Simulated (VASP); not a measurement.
Band structure of Zn (hcp). These are optB86b-vdW, VASP's PBE PAW potentials (set 64) (plane waves; VASP 6.6.1) values and carry that method's errors.

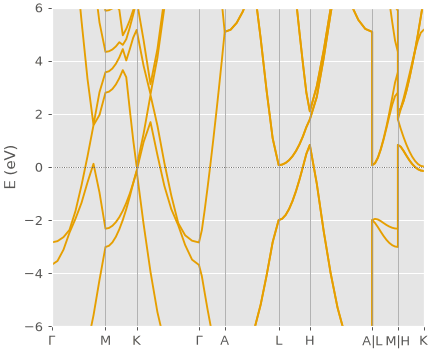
Fig. 1. Bands along high-symmetry lines, zero at the valence-band maximum or, without a gap, the Fermi level

Problem. Read the plot: is there a gap, and where are the band edges?

Solution. It has no gap at this level: it comes out as a metal or semimetal. (Edges off the drawn lines would not show.)

The compound is Zn in the hcp structure. It was relaxed first.
